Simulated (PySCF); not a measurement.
**C$_{5}$H$_{10}$OSSi$_{2}$: density, localisation and related maps**

```xyz
19

C     3.7782    0.1187    1.4704
C     2.9094   -0.4619    0.8747
Si    1.5641   -1.3252   -0.0558
C     0.2282   -0.0243   -0.4633
C    -0.3081    0.6137    0.8182
O    -1.2117    1.6811    0.5968
C    -2.4942    1.3216    0.2563
S    -2.7223    0.8155   -1.5052
Si   -1.2062   -0.6993   -1.5087
H     4.5394    0.6239    1.9933
H     1.0021   -2.3758    0.8010
H     2.0943   -1.8760   -1.3047
H     0.7079    0.7769   -1.0364
H    -0.7920   -0.1473    1.4506
H     0.5090    1.0646    1.3900
H    -3.1246    2.2016    0.3824
H    -2.8701    0.4958    0.8745
H    -0.8475   -0.9009   -2.9010
H    -1.7657   -1.8933   -0.8695
```

Geometry: GFN2-xTB.

Computed with PBE0/pcSseg-1, SCF density, gas phase, non-relativistic (PySCF).

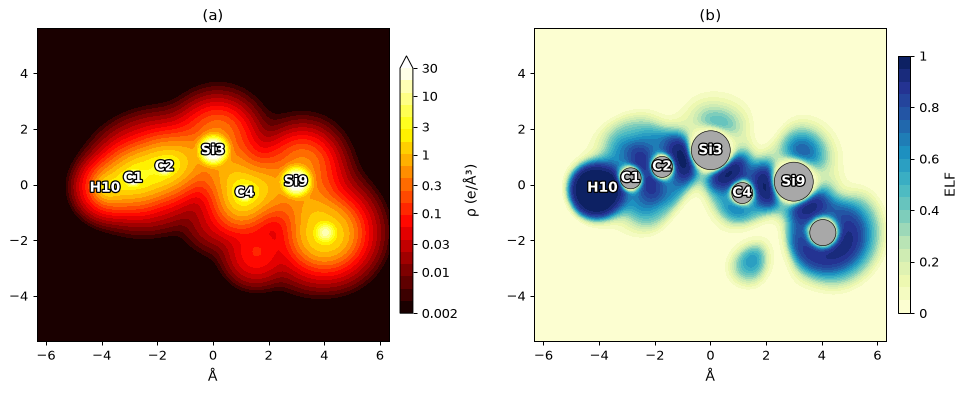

Figure 1. (a) electron density; (b) electron localisation function on the plane of atoms C2, Si3 and C4. Grey discs cover the atomic cores in the ELF map.

**What does the map show?**

Atoms in the plane: C, Si and H. C–C (1.20 Å): ρ at the midpoint is about 2.8 e/Å³; the ELF peaks at about 0.85 between the atoms: a multiple bond. C–Si (1.85 Å): the density is about 0.92 e/Å³ at the midpoint; the ELF peaks at about 0.95 between the atoms, as expected for a covalent bond. C–H (1.05 Å): ρ is about 2.1 e/Å³ halfway; the ELF climbs to about 1 towards the hydrogen, as it does in any bond to H: an ordinary covalent bond to hydrogen. The ELF also peaks beside S8, away from the bonds: lone-pair regions.

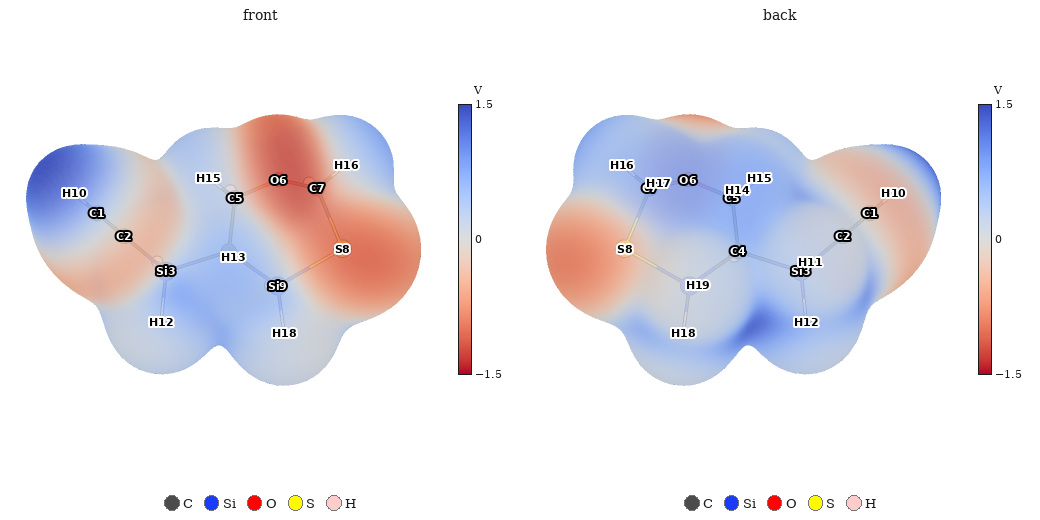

Figure 2. The molecular electrostatic potential painted on the density surface at 0.001 e/bohr³, seen from the front and from behind; the colour scale runs from red (negative) to blue (positive).

**Where is the surface potential most negative and most positive?**

The most negative region (about −1.1 V, or −25 kcal/mol for a unit charge) lies over O6, the most positive (about +1.4 V, or +32 kcal/mol for a unit charge) over H10. O6 is the likeliest acceptor of a hydrogen bond.
